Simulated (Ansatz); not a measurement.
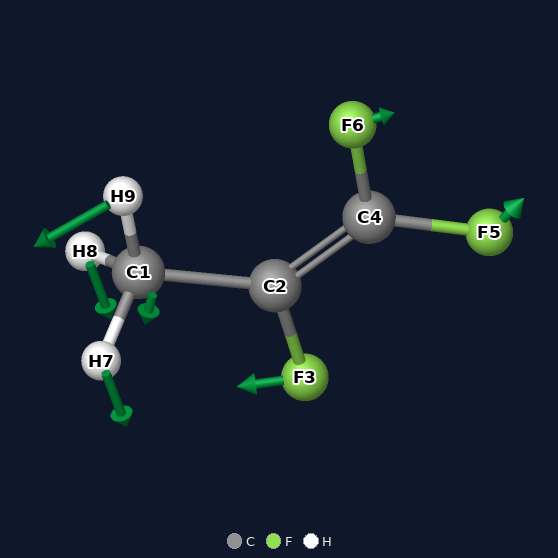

The arrows show one normal mode. Harmonic vibrations computed with RKS PBE0-D4/def2-TZVP (Ansatz 0.2.0) at a stationary point of the same level.

Q: At what wavenumber does it lie?

A: 357 cm⁻¹; it is mode 4 of 21 counted from the lowest.
